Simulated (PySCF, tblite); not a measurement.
**C₃H₁₀O₄SSi: geometry, infrared bands, NMR shifts and electronic excitations**

Aim: predict the infrared bands, NMR shifts and electronic excitations of C₃H₁₀O₄SSi (`CO[SiH2]OCS(C)(=O)=O`).

Computed with tblite 0.8.0 and PySCF 2.14.0, with density-fitted response routines of our own, on a single molecule in the gas phase. Atoms count from 0, in the outputs and in this text.

## 1. Starting geometry

19 atoms, charge 0, multiplicity 1; geometry from: force field or distance geometry start.

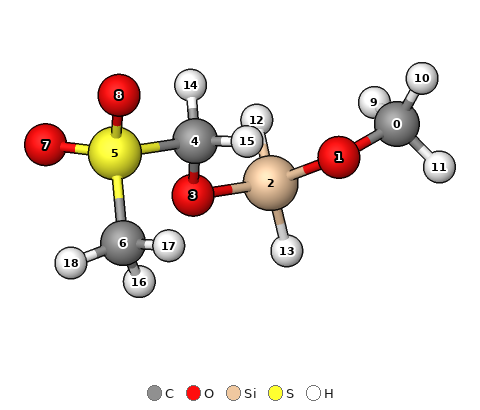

The starting geometry (carbon grey, oxygen red, silicon light orange, sulfur yellow, hydrogen white), atoms numbered.

## 2. Optimising the geometry with GFN2-xTB

Job settings and geometry (Å):

```
{"job": {"kind": "relax", "xc": "GFN2-xTB", "basis": "xTB"}, "charge": 0, "multiplicity": 1}
C      3.238000     0.855000     0.019700
O      1.894500     0.597000     0.343400
Si     1.517400    -1.034800    -0.063900
O     -0.208800    -1.080200    -0.135200
C     -0.614000     0.119900    -0.686200
S     -2.400400     0.077300    -0.764700
C     -2.944300    -0.100000     0.915700
O     -2.883200    -1.044700    -1.629800
O     -2.828800     1.405900    -1.330400
H      3.551000     0.132100    -0.762900
H      3.374700     1.889100    -0.349000
H      3.839100     0.717300     0.945700
H      2.014200    -1.267000    -1.414900
H      1.996100    -2.006900     0.906400
H     -0.248500     0.211500    -1.738100
H     -0.236100     1.013900    -0.133000
H     -2.316200    -0.908900     1.391500
H     -2.739900     0.815500     1.499900
H     -4.014600    -0.382900     0.993500
```

The run is started by

```console
$ OMP_NUM_THREADS=1 python probes_run.py task.json out
```

This one command runs all jobs of the session in turn.

The log of the run:

```text
step      E/eV     max force
  0    -892.26995    4.829
  1    -892.78573    1.473
  2    -892.89445    0.822
  3    -892.96664    0.896
  4    -893.01248    0.633
  5    -893.06543    0.605
  6    -893.11079    0.733
  7    -893.15772    0.573
  8    -893.18638    0.395
  9    -893.20717    0.343
 10    -893.22907    0.434
 11    -893.25442    0.499
 12    -893.28008    0.384
 13    -893.29978    0.318
 14    -893.31282    0.287
 15    -893.32632    0.417
 16    -893.33883    0.355
 17    -893.34457    0.184
 18    -893.34755    0.168
 19    -893.35010    0.170
 20    -893.35288    0.159
 21    -893.35534    0.099
 22    -893.35687    0.087
 23    -893.35799    0.086
 24    -893.35951    0.133
 25    -893.36181    0.148
 26    -893.36468    0.124
 27    -893.36775    0.142
 28    -893.37089    0.122
 29    -893.37403    0.111
 30    -893.37736    0.131
 31    -893.38069    0.130
 32    -893.38338    0.127
 33    -893.38535    0.126
 34    -893.38698    0.111
 35    -893.38871    0.096
 36    -893.39084    0.125
 37    -893.39341    0.144
 38    -893.39612    0.160
 39    -893.39871    0.148
 40    -893.40135    0.120
 41    -893.40414    0.130
 42    -893.40697    0.153
 43    -893.40966    0.129
 44    -893.41181    0.129
 45    -893.41372    0.117
 46    -893.41559    0.110
 47    -893.41809    0.091
 48    -893.41929    0.079
 49    -893.42089    0.085
 50    -893.42205    0.089
 51    -893.42352    0.081
 52    -893.42475    0.072
 53    -893.42562    0.055
 54    -893.42613    0.052
 55    -893.42655    0.048
 56    -893.42699    0.054
 57    -893.42745    0.055
 58    -893.42786    0.049
 59    -893.42827    0.048
 60    -893.42870    0.046
 61    -893.42912    0.040
 62    -893.42949    0.042
 63    -893.42990    0.045
 64    -893.43051    0.067
 65    -893.43147    0.069
 66    -893.43271    0.070
 67    -893.43395    0.074
 68    -893.43500    0.067
 69    -893.43580    0.059
 70    -893.43632    0.047
 71    -893.43670    0.046
 72    -893.43699    0.046
 73    -893.43731    0.044
 74    -893.43775    0.045
 75    -893.43803    0.033
 76    -893.43823    0.025
 77    -893.43838    0.025
 78    -893.43849    0.018
 79    -893.43856    0.018
 80    -893.43861    0.019
 81    -893.43866    0.020
 82    -893.43871    0.016
 83    -893.43876    0.014
 84    -893.43881    0.014
 85    -893.43886    0.016
 86    -893.43894    0.021
 87    -893.43904    0.025
 88    -893.43917    0.026
 89    -893.43930    0.026
 90    -893.43942    0.026
 91    -893.43956    0.029
 92    -893.43976    0.031
 93    -893.44003    0.035
 94    -893.44030    0.031
 95    -893.44048    0.027
 96    -893.44059    0.021
 97    -893.44068    0.023
 98    -893.44078    0.025
 99    -893.44089    0.027
100    -893.44099    0.029
101    -893.44110    0.026
102    -893.44128    0.038
103    -893.44157    0.051
104    -893.44202    0.056
105    -893.44253    0.046
106    -893.44307    0.063
107    -893.44341    0.099
108    -893.44422    0.074
109    -893.44542    0.077
110    -893.44712    0.154
111    -893.44789    0.227
112    -893.44920    0.078
113    -893.44966    0.247
114    -893.45089    0.122
115    -893.45206    0.076
116    -893.45416    0.110
117    -893.45540    0.187
118    -893.45706    0.100
119    -893.45882    0.106
120    -893.46117    0.125
121    -893.46255    0.107
122    -893.46463    0.114
123    -893.46666    0.190
124    -893.46636    0.159
125    -893.46822    0.106
126    -893.46866    0.179
127    -893.47005    0.181
128    -893.47307    0.158
129    -893.47725    0.295
130    -893.47980    0.578
131    -893.48279    0.356
132    -893.49637    0.337
133    -893.50210    0.641
134    -893.51248    0.275
135    -893.52868    0.263
136    -893.54258    0.723
137    -893.55094    0.386
138    -893.56306    0.309
139    -893.57400    0.440
140    -893.58535    0.329
141    -893.59452    0.351
142    -893.60224    0.471
143    -893.60741    0.303
144    -893.61374    0.458
145    -893.61976    0.241
146    -893.62505    0.213
147    -893.63036    0.178
148    -893.63410    0.227
149    -893.63762    0.205
150    -893.64260    0.162
151    -893.64607    0.231
152    -893.64832    0.136
153    -893.65010    0.101
154    -893.65136    0.084
155    -893.65228    0.082
156    -893.65359    0.091
157    -893.65492    0.110
158    -893.65671    0.105
159    -893.65884    0.108
160    -893.66108    0.115
161    -893.66347    0.120
162    -893.66612    0.125
163    -893.66888    0.125
164    -893.67110    0.114
165    -893.67264    0.097
166    -893.67400    0.103
167    -893.67575    0.107
168    -893.67788    0.094
169    -893.67960    0.103
170    -893.68112    0.092
171    -893.68240    0.109
172    -893.68355    0.123
173    -893.68486    0.130
174    -893.68662    0.119
175    -893.68914    0.119
176    -893.69263    0.125
177    -893.69704    0.153
178    -893.70185    0.179
179    -893.70605    0.194
180    -893.70927    0.197
181    -893.71198    0.223
182    -893.71490    0.117
183    -893.71787    0.122
184    -893.72001    0.148
185    -893.72305    0.143
186    -893.72526    0.100
187    -893.72724    0.081
188    -893.72841    0.085
189    -893.72953    0.093
190    -893.73054    0.081
191    -893.73131    0.064
192    -893.73178    0.055
193    -893.73213    0.033
194    -893.73240    0.059
195    -893.73269    0.050
196    -893.73313    0.051
197    -893.73378    0.070
198    -893.73473    0.077
199    -893.73576    0.067
200    -893.73662    0.071
201    -893.73718    0.049
202    -893.73752    0.041
203    -893.73783    0.037
204    -893.73813    0.036
205    -893.73840    0.032
206    -893.73867    0.037
207    -893.73894    0.042
208    -893.73919    0.034
209    -893.73935    0.030
210    -893.73944    0.020
211    -893.73949    0.018
212    -893.73953    0.017
213    -893.73956    0.012
214    -893.73959    0.012
215    -893.73963    0.013
216    -893.73966    0.012
217    -893.73969    0.013
218    -893.73972    0.014
219    -893.73977    0.015
220    -893.73983    0.016
221    -893.73990    0.018
222    -893.73998    0.022
223    -893.74006    0.026
224    -893.74018    0.027
225    -893.74035    0.028
226    -893.74056    0.036
227    -893.74079    0.033
228    -893.74103    0.031
229    -893.74124    0.043
230    -893.74137    0.050
231    -893.74156    0.029
232    -893.74167    0.024
233    -893.74175    0.018
234    -893.74180    0.014
235    -893.74183    0.016
236    -893.74186    0.010
```

Run time: 1.8 s. Hardware: 1 thread of Intel Xeon 6975P-C, shared host.

Step by step: (not every step is listed)

```csv
step,energy from step 0 (eV),largest force (eV/Å)
0,0.0000,4.8288
1,-0.5158,1.4735
2,-0.6245,0.8222
3,-0.6967,0.8961
4,-0.7425,0.6333
5,-0.7955,0.6046
6,-0.8408,0.7325
7,-0.8878,0.5729
8,-0.9164,0.3954
30,-1.1074,0.1311
52,-1.1548,0.0716
74,-1.1678,0.0451
96,-1.1706,0.0212
118,-1.1871,0.0997
140,-1.3154,0.3294
162,-1.3962,0.1253
184,-1.4501,0.1483
206,-1.4687,0.0367
228,-1.4711,0.0313
231,-1.4716,0.0295
232,-1.4717,0.0238
233,-1.4718,0.0177
234,-1.4719,0.0142
235,-1.4719,0.0159
236,-1.4719,0.0098
```

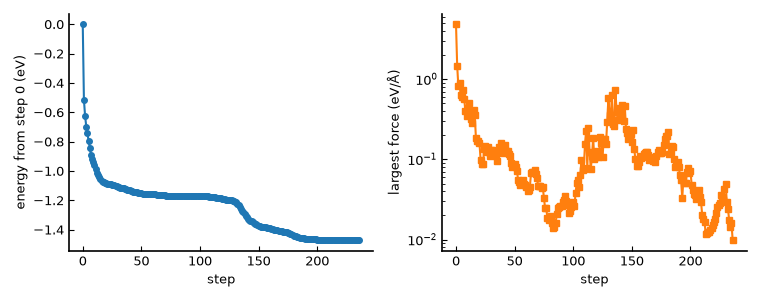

Energy and force, step by step.

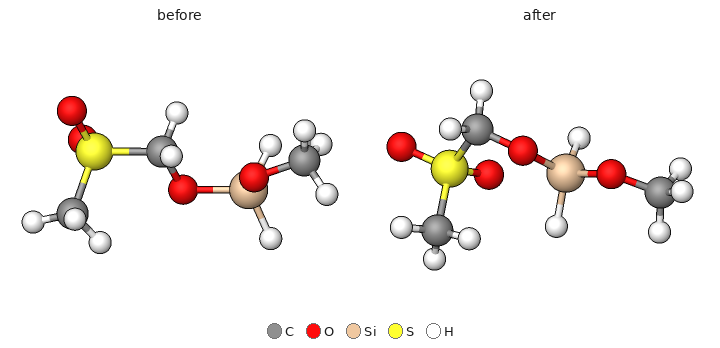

The geometry before (left) and after (right).

Distances of close pairs at the start and the end, largest changes first:

```csv
bond,before (Å),after (Å),change (Å)
O1–Si2,1.724,1.623,-0.101
Si2–O3,1.728,1.635,-0.093
S5–O8,1.506,1.438,-0.069
S5–O7,1.497,1.439,-0.058
C6–H16,1.129,1.082,-0.047
S5–C6,1.775,1.812,+0.037
C4–S5,1.789,1.821,+0.032
O3–C4,1.381,1.353,-0.029
```

The final coordinates are the input of the step that follows.

## 3. Harmonic vibrations with GFN2-xTB

Job settings and geometry (Å):

```
{"job": {"kind": "ir", "xc": "GFN2-xTB", "basis": "xTB"}, "charge": 0, "multiplicity": 1}
C      3.526108     0.010283     0.334087
O      2.301149     0.591475     0.033805
Si     0.980674    -0.238737    -0.415107
O      0.031472     1.090902    -0.476230
C     -1.171726     1.151980    -1.091537
S     -2.093938    -0.367435    -0.695724
C     -2.351857    -0.293113     1.095922
O     -1.222775    -1.471560    -1.001046
O     -3.374180    -0.343680    -1.349335
H      3.951134    -0.469596    -0.550174
H      4.202014     0.792148     0.680423
H      3.417706    -0.747722     1.113045
H      1.201526    -0.882066    -1.702621
H      0.644453    -1.144704     0.681347
H     -1.097782     1.174766    -2.183314
H     -1.756453     2.001545    -0.733709
H     -1.446763     0.098404     1.540581
H     -3.200187     0.353258     1.277662
H     -2.550379    -1.296897     1.449624
```

The log of the run:

```text
mode    cm-1     km/mol
  1      55.0      2.28
  2      75.2      2.54
  3      89.2     28.87
  4     108.0      8.41
  5     129.1      7.90
  6     131.9      3.43
  7     149.5      7.06
  8     178.8      1.82
  9     226.1      4.37
 10     238.3      2.51
 11     291.2      5.06
 12     300.2      5.14
 13     388.8     77.15
 14     427.9     21.93
 15     496.6    103.56
 16     568.9    150.92
 17     650.0     22.32
 18     730.9     57.56
 19     749.9      8.43
 20     756.9     47.33
 21     783.0    208.64
 22     793.0    187.01
 23     818.7    195.48
 24     856.0     43.91
 25     859.8    201.51
 26     881.2     12.87
 27    1106.5    339.28
 28    1141.6      2.50
 29    1144.5     65.92
 30    1160.8     18.17
 31    1170.0    289.86
 32    1190.7     40.37
 33    1221.6     29.20
 34    1256.4    600.94
 35    1264.1     49.55
 36    1416.9      8.56
 37    1419.8      0.41
 38    1426.8     11.76
 39    1438.1      2.07
 40    1482.6      4.95
 41    1495.6      1.95
 42    2268.9    310.30
 43    2332.6    137.37
 44    2915.7     20.26
 45    2943.9     44.40
 46    2954.2     23.42
 47    2960.2     47.81
 48    2990.6     25.46
 49    3066.5      0.78
 50    3083.7      0.51
 51    3091.2      1.62
```

Wall time 0.75 s (1 thread of Intel Xeon 6975P-C, shared host).

Which atoms move in the most intense modes:

```csv
cm⁻¹,km/mol,atoms
783,208.6,"Si2 27 %, H13 20 %, H12 19 %, O1 16 %"
793,187.0,"Si2 35 %, O1 19 %, H13 13 %, C0 12 %"
819,195.5,"H18 23 %, S5 20 %, H14 16 %, C4 10 %"
860,201.5,"H13 43 %, H16 15 %, H12 14 %, H17 12 %"
1106,339.3,"O7 34 %, O8 25 %, S5 22 %"
1170,289.9,"O1 40 %, C0 24 %, H10 13 %"
1256,600.9,"S5 32 %, O8 21 %, O7 18 %, O3 13 %"
2269,310.3,H13 88 %
```

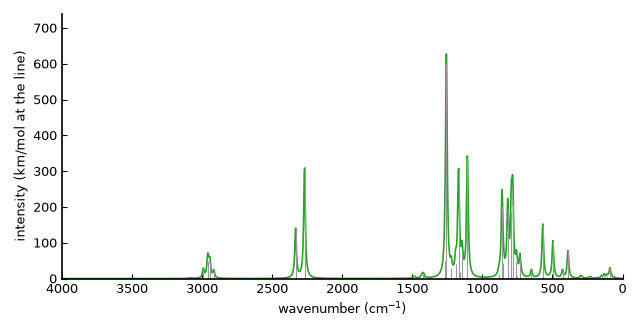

The infrared spectrum from these modes, unscaled. Lines are broadened to a width of 14 cm⁻¹ (Lorentzian).

## 4. Geometry optimisation at PBE0-D3(BJ)/def2-SVP

Job settings and geometry (Å):

```
{"job": {"xc": "PBE0", "basis": "def2-SVP", "d3": "d3bj", "grid": 1, "shake": 0.01, "kind": "geom"}, "charge": 0, "multiplicity": 1}
C      3.546520    -0.015270     0.338270
O      2.295470     0.586950     0.031650
Si     0.960470    -0.241060    -0.423760
O      0.064700     1.093160    -0.479760
C     -1.174540     1.145300    -1.102090
S     -2.097850    -0.362620    -0.698110
C     -2.342280    -0.295110     1.096160
O     -1.207320    -1.466110    -1.006100
O     -3.376010    -0.338270    -1.329980
H      3.948440    -0.472030    -0.540150
H      4.193150     0.789230     0.689250
H      3.423510    -0.746810     1.119750
H      1.173240    -0.871850    -1.712220
H      0.627770    -1.141940     0.688350
H     -1.102230     1.164000    -2.183050
H     -1.756980     2.015600    -0.726230
H     -1.444820     0.109520     1.538530
H     -3.209450     0.359100     1.283490
H     -2.552530    -1.304730     1.451920
```

The log of the run:

```text
step   0  E = -1107.64445544  max force = 0.056451
step   1  E = -1107.66049022  max force = 0.022342
step   2  E = -1107.66353928  max force = 0.008985
step   3  E = -1107.66435863  max force = 0.005214
step   4  E = -1107.66481997  max force = 0.006037
step   5  E = -1107.66531800  max force = 0.004620
step   6  E = -1107.66579568  max force = 0.004280
step   7  E = -1107.66601122  max force = 0.002681
step   8  E = -1107.66611911  max force = 0.000983
step   9  E = -1107.66616713  max force = 0.001118
step  10  E = -1107.66617019  max force = 0.005487
step  11  E = -1107.66631106  max force = 0.003169
step  12  E = -1107.66641006  max force = 0.001752
step  13  E = -1107.66648544  max force = 0.001770
step  14  E = -1107.66655792  max force = 0.002008
step  15  E = -1107.66713969  max force = 0.004675
step  16  E = -1107.66657905  max force = 0.007342
step  17  E = -1107.66742493  max force = 0.007669
step  18  E = -1107.66757323  max force = 0.003552
step  19  E = -1107.66796374  max force = 0.002501
step  20  E = -1107.66818849  max force = 0.002538
step  21  E = -1107.66844887  max force = 0.001077
step  22  E = -1107.66878190  max force = 0.002822
step  23  E = -1107.66879608  max force = 0.001659
step  24  E = -1107.66879800  max force = 0.000676
step  25  E = -1107.66878107  max force = 0.000979
step  26  E = -1107.66877967  max force = 0.000790
step  27  E = -1107.66877617  max force = 0.000364
step  28  E = -1107.66877654  max force = 0.000277
optimisation converged
```

Run time: 6.1 min. Hardware: 1 thread of Intel Xeon 6975P-C, shared host; peak memory 0.81 GiB.

Relaxation path: (the energy doesn't fall at every step)

```csv
step,energy from step 0 (eV),largest force component (eV/Å)
0,0.0000,2.9028
1,-0.4363,1.1489
2,-0.5193,0.4620
3,-0.5416,0.2681
4,-0.5541,0.3104
5,-0.5677,0.2376
6,-0.5807,0.2201
7,-0.5866,0.1379
8,-0.5895,0.0505
9,-0.5908,0.0575
10,-0.5909,0.2822
11,-0.5947,0.1630
12,-0.5974,0.0901
13,-0.5995,0.0910
14,-0.6014,0.1033
15,-0.6173,0.2404
16,-0.6020,0.3775
17,-0.6250,0.3944
18,-0.6291,0.1827
19,-0.6397,0.1286
20,-0.6458,0.1305
21,-0.6529,0.0554
22,-0.6620,0.1451
23,-0.6623,0.0853
24,-0.6624,0.0348
25,-0.6619,0.0503
26,-0.6619,0.0406
27,-0.6618,0.0187
28,-0.6618,0.0142
```

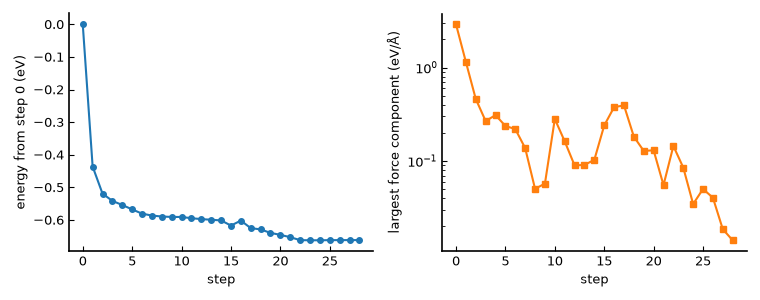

Energy and largest force along the relaxation.

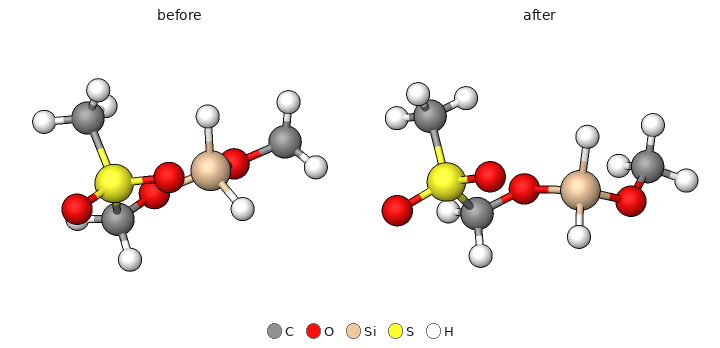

The geometry before (left) and after (right).

Close pairs (by a distance rule), those that changed most:

```csv
bond,before (Å),after (Å),change (Å)
Si2–O3,1.608,1.698,+0.090
S5–O8,1.426,1.459,+0.033
C0–H9,1.069,1.101,+0.032
S5–C6,1.812,1.781,-0.031
C0–H11,1.077,1.106,+0.029
Si2–H12,1.450,1.478,+0.028
C4–H14,1.084,1.108,+0.024
C0–O1,1.422,1.400,-0.022
```

The next job starts from the end point, and lists it.

```csv
at the end point,value
point group (found at 0.08 Å tolerance),C1
"rotational constants (GHz, main isotopes)","3.095, 0.566, 0.555"
dipole moment (D),4.17
```

(Part 1 of 2 ends here.)
